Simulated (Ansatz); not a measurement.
# F3HSeSi: ladder of methods at one geometry from a Python script

The task is a ladder of methods at one geometry, for F3HSeSi. SMILES: F[Si](F)(F)[SeH].

Computed with the Python package of Ansatz 0.2.0. The levels of theory stand in the script.

### Step 1. The system

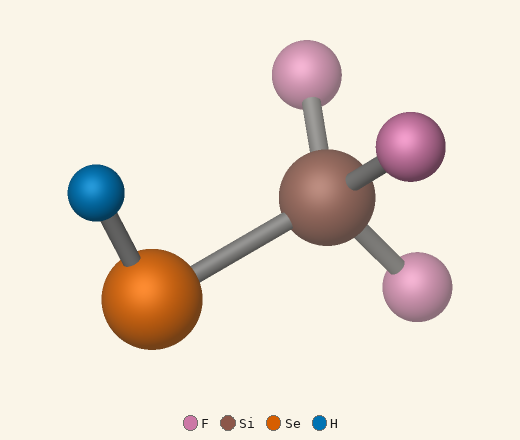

The structure that the script starts from, seen from a chosen angle (fluorine pink, silicon brown, selenium orange, hydrogen blue).

No structure file is read: the coordinates are typed or built in the script.

### Step 2. Script

methods_f3hsesi.py reads:

```python
"""F3HSeSi at several levels of theory."""

from pathlib import Path
import warnings

import ansatz as az
import numpy as np

warnings.simplefilter("ignore", az.DeckWarning)

molecule = (
    az.Crystal.molecule()
    .atom("F", (0.20178, -0.40993, 1.67862))
    .atom("Si", (0.18383, -0.44969, 0.09595))
    .atom("F", (-0.11471, -1.95048, -0.28783))
    .atom("F", (1.70006, -0.20371, -0.28818))
    .atom("Se", (-1.26979, 0.90159, -0.8706))
    .atom("H", (-0.70117, 2.11221, -0.32795))
)

job = molecule.calculation().basis(gaussian="def2-SVP")

print("functional    E (Ha)        dipole (D)   HOMO (eV)  LUMO (eV)")
for name in ["blyp", "lda", "pbe0", "r2scan0"]:
    r = job.functional(name).forces().orbitals().run(threads=1, runs_dir="runs").report
    lines = Path(r["orbitals_path"]).read_text().splitlines()
    field_of = lambda key: [line.split("=")[1].strip() for line in lines if line.startswith(key)]
    orbitals = [(27.211386 * float(e), s, float(n)) for e, s, n in zip(field_of("Ene="), field_of("Spin="), field_of("Occup="))]
    homo = max(e for e, _, n in orbitals if n > 0.5)
    lumo = min(e for e, _, n in orbitals if n < 0.5)
    dipole = 4.803205 * np.linalg.norm(r["charge_distribution"]["dipole_moment_e_ang"])
    print(f"{name:10s} {r['free_energy_ev'] / 27.211386246:14.6f} {dipole:9.3f} {homo:11.3f} {lumo:10.3f}")
```

### Step 3. The input behind the calls

The engine receives this input (first run):

```yaml
crystal:
  periodic: [false, false, false]
  atoms:
    - { symbol: F, position_ang: [0.20178, -0.40993, 1.67862] }
    - { symbol: Si, position_ang: [0.18383, -0.44969, 0.09595] }
    - { symbol: F, position_ang: [-0.11471, -1.95048, -0.28783] }
    - { symbol: F, position_ang: [1.70006, -0.20371, -0.28818] }
    - { symbol: Se, position_ang: [-1.26979, 0.90159, -0.8706] }
    - { symbol: H, position_ang: [-0.70117, 2.11221, -0.32795] }
basis:
  gaussian:
    orbitals: def2-SVP
hamiltonian:
  xc: blyp
output:
  orbitals: {}
  forces: true
```

### Step 4. Launch

On the command line:

```sh
$ python methods_f3hsesi.py
```

Log:

```text
functional    E (Ha)        dipole (D)   HOMO (eV)  LUMO (eV)
blyp         -2990.766085     2.026      -6.580     -1.090
lda          -2984.285256     2.106      -6.952     -1.367
pbe0         -2990.075344     2.217      -8.137     -0.367
r2scan0      -2990.561513     2.252      -8.381     -0.217
```

Wall time 17 s (1 thread of Arm Neoverse V1, shared host); peak memory 0.3 GiB.

### Step 5. What changed from run to run

The engine's inputs for the other runs:

Run 2, against run 1:

```diff
@@ -14 +14 @@
-  xc: blyp
+  xc: lda
```

Run 3, against run 1:

```diff
@@ -14 +14 @@
-  xc: blyp
+  xc: pbe0
```

Run 4, against run 1:

```diff
@@ -14 +14 @@
-  xc: blyp
+  xc: r2scan0
```

### Step 6. What each run gave

The 4 runs, in the order started:

| run | functional | energy (eV) | SCF cycles | CPU time (s) |
| --- | --- | --- | --- | --- |
| 1 | blyp | -81382.8911 | 17 | 2.7 |
| 2 | lda | -81206.5388 | 17 | 1.7 |
| 3 | pbe0 | -81364.0951 | 17 | 4.2 |
| 4 | r2scan0 | -81377.3244 | 17 | 7.8 |

Totals hang on method, basis and potentials, so only like runs compare.

The fields below are those of run 1.

### Step 7. The molecule's orbitals and density

Orbitals, density, ELF and potential are computed afterwards from the orbital file.

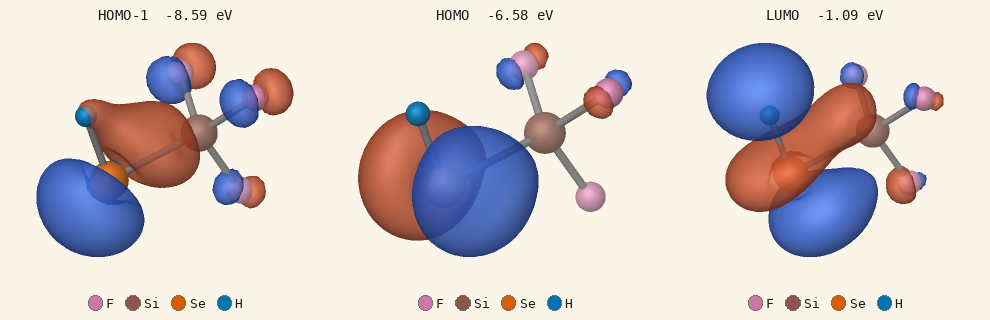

Frontier orbitals at BLYP/def2-SVP; each surface holds 70 % of the orbital's density, blue and red mark the sign.

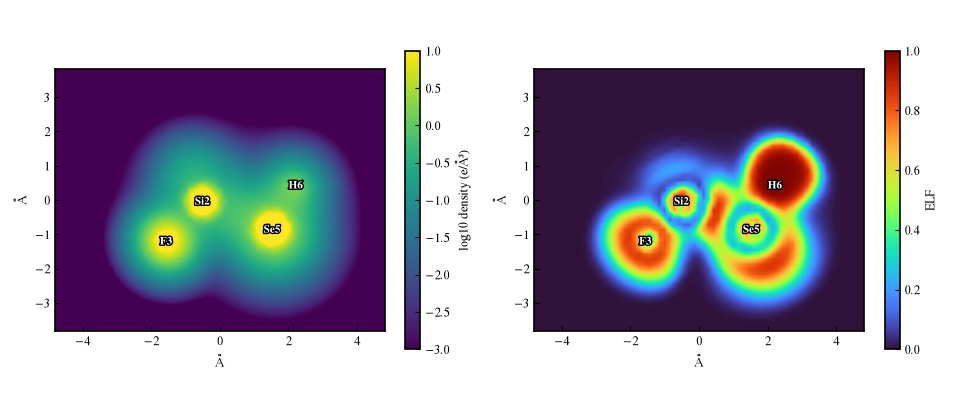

Density (left) and ELF (right) in a plane through or near 4 of the atoms.

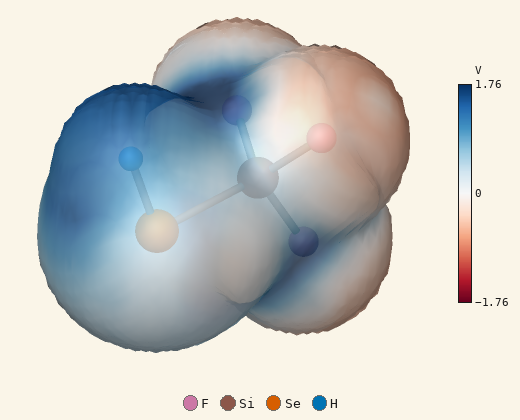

The potential that a unit positive charge feels on the 0.002 e/bohr³ surface, from -0.68 V near F4 to 1.76 V near H6.

### Step 8. Outcome

| quantity | value |
| --- | --- |
| runs compared | 4 |
| HOMO-LUMO gap of the mean field (BLYP/def2-SVP) | 5.49 eV |

The dearest, run 4 (r2scan0), took some 4.5 times as long as run 2 (lda). What to keep in mind:
- The geometry is a force-field or estimated start, not a minimum of this method, and the basis set is short of its limit. A lower total doesn't mark the better method: functionals have no common bound, and MP2 and coupled cluster aren't variational.
- Levels such as HOMO and LUMO are orbital energies: with these approximate functionals they aren't the ionisation energy and electron affinity, and their gap isn't the fundamental gap.
